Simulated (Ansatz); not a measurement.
## Response to strain in Bi2Te2Se

The reference is Bi$_{2}$Te$_{2}$Se (space group R-3m, No. 166; a = 4.3037 Å, c = 30.8426 Å (hexagonal axes); a cell from a computed database, its experimental status unchecked). Axes: x lies along a and z along c of the hexagonal cell.

Strains are applied to the cell and any free atomic positions relax; under biaxial strain the out-of-plane vector relaxes too.

Computed with Ansatz (an electronic-structure program) r2SCAN+rVV10, no SOC.

Notes on the quantities. energy relative to the base: free energy F.

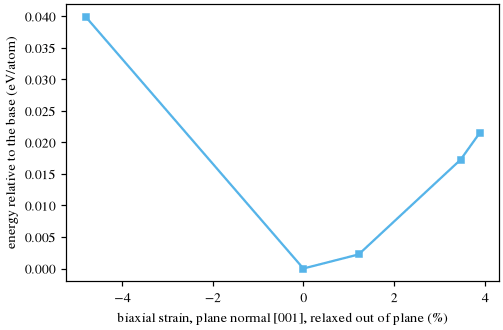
Figure: Energy relative to the base against biaxial strain, plane normal [001], relaxed out of plane

```json
[
 {"biaxial strain, plane normal [001], relaxed out of plane (%)": "-4.8", "energy relative to the base": "+40 meV/atom"},
 {"biaxial strain, plane normal [001], relaxed out of plane (%)": "1.22", "energy relative to the base": "+2.2 meV/atom"},
 {"biaxial strain, plane normal [001], relaxed out of plane (%)": "3.47", "energy relative to the base": "+17 meV/atom"},
 {"biaxial strain, plane normal [001], relaxed out of plane (%)": "3.89", "energy relative to the base": "+21 meV/atom"}
]
```

Whether these cells are dynamically stable was not tested.
